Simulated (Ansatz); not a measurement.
## Effect of Y interstitial (started 1.72 Å from the nearest host atom) on YN

Consider a 24-atom supercell of YN in the rock salt structure (space group Fm-3m, No. 225; a = 4.8562 Å) at its relaxed geometry.

One thing is altered: a neutral Y interstitial (started 1.72 Å from the nearest host atom), atoms relaxed at fixed cell, starting from a slightly rattled geometry.

Calculations: DFT with PBEsol, PAW potentials and a 420 eV plane-wave cutoff in Ansatz (a first-principles code), scalar-relativistic without spin-orbit coupling. Γ-centred 4×3×4 mesh, Fermi–Dirac width 0.05 eV.

The gap of the supercell changes from 0.08 eV to zero and the largest displacement of a host atom from its site in the perfect cell amounts to 0.53 Å. The final site of the added atom comes out as 4 N at 2.15–2.23 Å (tetrahedral).

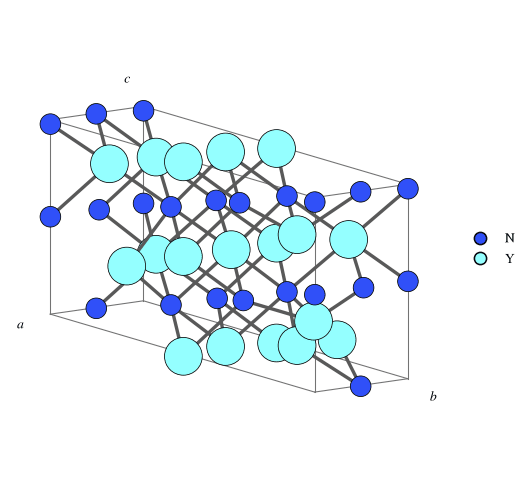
Fig. 1. The relaxed cell after the change

In so small a cell the defect repeats every few ångströms: this is an ordered compound, not a dilute defect. A case with no gap was solved on a k-mesh chosen for an insulator, which is coarse for it. The final runs are not spin-polarised. The defect cell is not spin-polarised. A zero or small gap of YN can be the functional's error rather than a property of the material.
